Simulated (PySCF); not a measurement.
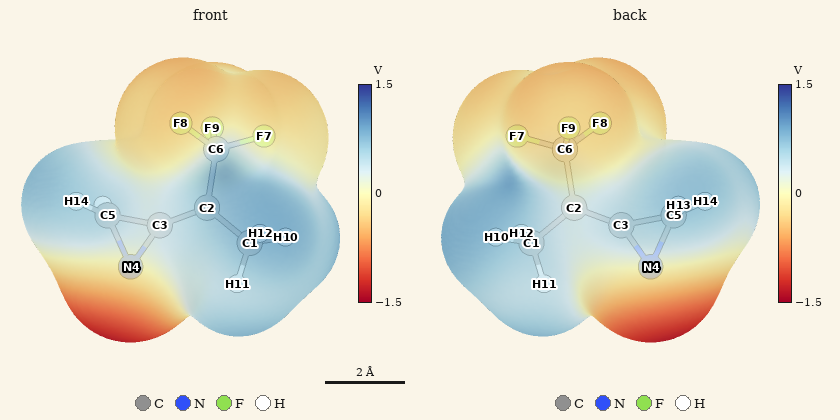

*C₅H₅F₃N (SMILES C[C](C1=NC1)C(F)(F)F) (doublet). The electrostatic potential painted on the density surface at 0.001 e/bohr³, seen from the front and from behind; red is negative and blue positive.*

Geometry: GFN2-xTB.

All numbers below come from PySCF, UKS B3LYP, pcH-1 on C F H N, non-relativistic, mean-field spin-orbit, GIAO.

Input file:

```
{"job": {"kind": "epr", "basis": "pcH-1"}, "charge": 0, "multiplicity": 2}
C     -1.429145     0.333464    -1.168841
C     -0.382123    -0.009814    -0.175465
C      0.885608     0.464554    -0.224407
N      1.729257     1.220528    -0.879701
C      2.231218     0.545331     0.317698
C     -0.736711    -0.933299     0.954386
F     -2.010123    -1.340277     0.910374
F     -0.558599    -0.359183     2.160785
F      0.022148    -2.047183     0.964193
H     -1.807552    -0.570343    -1.650402
H     -1.019901     1.005313    -1.916990
H     -2.280920     0.804929    -0.674653
H      2.925569    -0.274484     0.172754
H      2.430596     1.159991     1.188102
```

Launched as:

```sh
OMP_NUM_THREADS=1 python probes_run.py task.json out
```

**Describe the electrostatic potential map.**

The most negative region (about −1.3 V, or −30 kcal/mol for a unit charge) lies over N4, the most positive (about +0.9 V, or +21 kcal/mol for a unit charge) over C2, C6, H10 and H12. N4 is the likeliest acceptor of a hydrogen bond.
